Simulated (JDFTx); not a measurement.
Mg(0001) slab cut from bulk Mg (space group P6_3/mmc, indices of the conventional cell, lattice of the Materials Project entry mp-153, not re-optimised): 4 atoms in 4 planes, a 1x1 cell of 8.71 Å² (|a| = 3.172, |b| = 3.172 Å), 7.8 Å between the outermost planes, cell height 23.7 Å, 8×8×1 k mesh, Fermi smearing 0.01 Ha, no spin polarisation.

Computed with JDFTx (a modified build): PBE, GBRV ultrasoft potentials, plane waves to 20/100 Ha. Liquid on both sides: CANDLE, water, 1 M NaF; nuclei fixed, outer atoms relaxed in vacuum. Potentials refer to SHE, placed 4.44 V below the bulk liquid's zero by convention. The model has bare, unreconstructed faces and no explicit solvent. On the negative side CANDLE's cavity feels the periodic box, so those points shift with the cell height. Convergence in thickness and k mesh wasn't tested for this slab. Whether the real solid would dissolve in or react with the liquid is outside the model.

Farther out the cavity gives way and the charge runs off; such runs are left out, and the outermost points shown may already feel it.

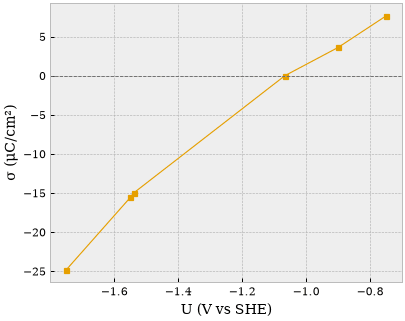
*Surface charge density of Mg(0001) against potential*

Q: Read off the potential of zero charge and the mean capacitance σ/(U − U_pzc) at the computed point just above it.

A: U_pzc ≈ -1.07 V. At -0.90 V it is about 22 μF/cm².
